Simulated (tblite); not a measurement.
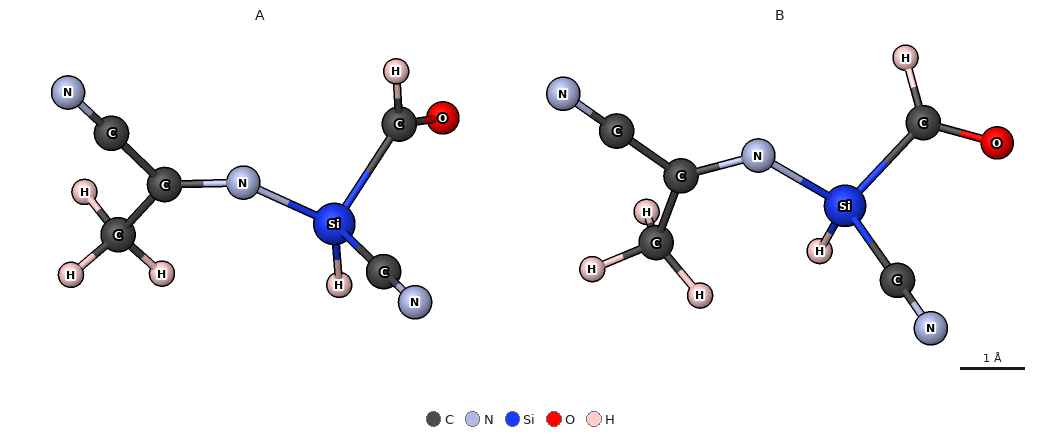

Two geometries of C₅H₅N₃OSi, drawn at one scale. One is the start of a relaxation, the other its converged end. The picture is a ball-and-stick view, seen at a tilt.

Theory: GFN2-xTB geometry optimisation, gas phase (tblite 0.8.0). 

> Which one is relaxed?

Structure A is the relaxed one. The O atom moves most after the best rigid fit: 1.20 Å. By element the largest moves are O 1.20 Å, H 0.99 Å, N 0.72 Å, C 0.44 Å, Si 0.32 Å. Near-neighbour distances that change, for instance: N–Si 1.782 → 1.702 Å, C–Si 1.846 → 1.923 Å, C–Si 1.823 → 1.868 Å, C–H 1.129 → 1.090 Å. Among the angles between lasting bonds that change: C–N–Si 121.8° → 139.6°, N–Si–H 112.8° → 125.3°, N–Si–C 110.7° → 101.7°. Groups turn about C–Si by about 80°, C–C by about 30°. The energy falls by 0.683 eV in 149 geometry steps.
